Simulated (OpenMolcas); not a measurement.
How basis sets differ on C5H8O2 (acetylacetone (keto form))

The species is C5H8O2 (15 atoms), meant as a singlet with charge 0. As SMILES, `CC(=O)CC(C)=O`. Geometry: relaxed at PBE0-D4/def2-TZVP. This is one conformer, not always the lowest.

```xyz
15

C    -1.2468    1.4050   -1.1974
C    -0.0470    0.5117   -1.1132
O     1.0383    0.8182   -1.5368
C    -0.2573   -0.8170   -0.3987
C     0.0254   -0.5799    1.0792
C     1.4483   -0.7653    1.5099
O    -0.8515   -0.2241    1.8247
H    -0.9642    2.3870   -1.5716
H    -1.9861    0.9542   -1.8666
H    -1.7190    1.4837   -0.2141
H    -1.2889   -1.1545   -0.4980
H     0.4395   -1.5428   -0.8177
H     1.5848   -0.4169    2.5317
H     2.1146   -0.2336    0.8246
H     1.7100   -1.8258    1.4440
```

Quantity: the dipole moment, in D. The values are calculated.

```csv
level,kind,program,value (D),CPU time
HF/ANO-R0 (sfX2C),Hartree–Fock,OpenMolcas,0.59,7.1 s
HF/ANO-RCC-MB (DKH2),Hartree–Fock,OpenMolcas,1.64,25 s
HF/STO-3G,Hartree–Fock,OpenMolcas,1.05,1.9 s
HF/3-21G,Hartree–Fock,OpenMolcas,1.69,4.3 s
HF/6-31G* (spherical functions),Hartree–Fock,OpenMolcas,1.77,16 s
```

The values span 0.59 to 1.77 D. Magnitudes only. Sets without polarisation functions give poor dipoles. CPU times are rough (shared hosts, several kinds of processor and program).

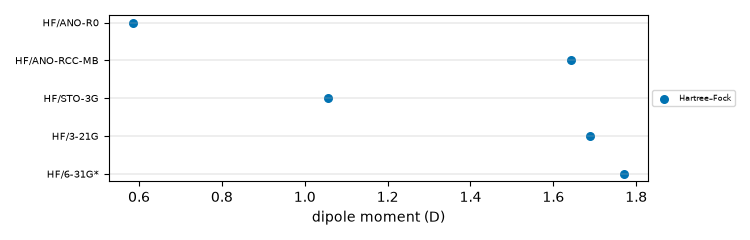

The values of the table, level by level.
